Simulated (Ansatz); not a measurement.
The compound is KNiF3 (Pm-3m).

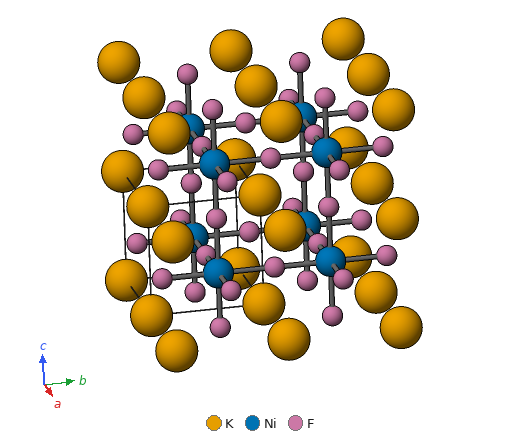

The structure (potassium orange, nickel blue, fluorine pink). 2×2×2 cells are drawn. Some periodic images of atoms are drawn too.

The database entry behind the starting cell differs from later determinations by our own check (about 0.35 % short), so it need not match the best structure at ambient conditions.

```xyz
5
Lattice="0.0000 0.0000 -4.0000 0.0000 -4.0000 0.0000 -4.0000 0.0000 0.0000" Properties=species:S:1:pos:R:3 pbc="T T T"
K     0.0000    0.0000    0.0000
Ni   -2.0000   -2.0000   -2.0000
F     0.0000   -2.0000   -2.0000
F    -2.0000   -2.0000    0.0000
F    -2.0000    0.0000   -2.0000
```

The cell and positions come from the Crystallography Open Database and are kept as given unless a step says otherwise. The program's search for lower electronic states was switched off, so nothing shows that the state found is the lowest. PAW set soft_2, made with PBE.

A constrained-RPA run (Ansatz 0.2.0; non-magnetic LDA; Ni d, bands v4 to c1, 6×6×6 mesh, medium accuracy) builds 5 functions on bands 2.4 eV wide, with 8.0 electrons in the window. The bare on-site interaction is 23.2 eV and the bare J 0.78 eV.

Q: Estimate U, U′ and J.

On the Ni d shell, U = 8.17 eV (35 % of the bare value), U′ = 6.87 eV, J = 0.65 eV.

The parent state is non-magnetic and the interaction static (zero frequency); U depends on the window and the orbitals, so it belongs to this model alone.

[Paths, hosts, dates, memory and timing lines, banners, echoed tables and standing remarks are left out of the program output.]

[Logs are printed without paths, hosts, clocks, repeated set-up lines and the standing remarks that a program may print on its own settings, such as how far it seeks lower states.]

[Runs of the session that timed out or met a known fault of the program may be left out.]

[Hosts, paths, dates, database ids (printed as entryN), source tags and the programs' standing remarks are cut or masked in the printed files.]
